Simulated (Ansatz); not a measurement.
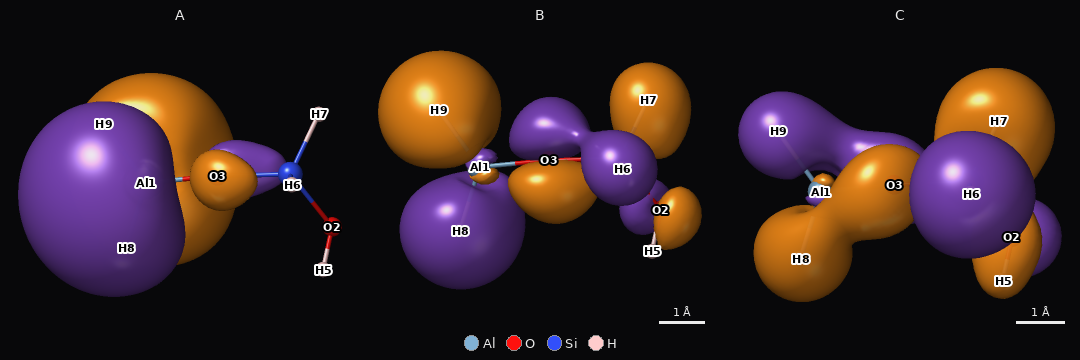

Figure 1: AlH$_{5}$O$_{2}$Si. Three frontier orbitals at ±0.06 Å⁻³ᐟ² (orange and purple are the two phases), in no order.

Geometry: B3LYP-D3(BJ)/def2-SVP.

Computed with isolated molecule in a Gaussian basis; Kohn-Sham density functional theory, functional PBE0 in Ansatz 0.2.0.

```xyz
9

Al   -3.4403   -1.1748   -0.7299
O     0.0098    0.1478    1.1969
O    -2.2529   -1.2300    0.4886
Si   -1.0494   -1.0690    1.6036
H     0.5475    0.0163    0.4072
H    -0.3432   -2.3796    1.6930
H    -1.6130   -0.6619    2.9129
H    -3.0050   -0.6727   -2.1630
H    -4.9018   -1.6454   -0.3669
```

> Which picture is the HOMO−1, the HOMO and the LUMO?

C is the HOMO−1 (−8.69 eV). By Hirshfeld shares it lies mainly on Si4 (about 20 %), H6 (about 20 %), O3 (about 15 %), O2 (about 10 %), H7 (about 10 %) and Al1 (about 10 %). B is the HOMO (−8.34 eV). It lies mainly on Al1 (about 25 %), H9 (about 20 %), H8 (about 20 %) and O3 (about 20 %). A is the LUMO (−1.22 eV). Its weight (Hirshfeld) is mainly on Al1 (about 80 %), H8 (about 5 %) and H9 (about 5 %).

> What is the HOMO–LUMO gap?

7.12 eV between the orbital energies.
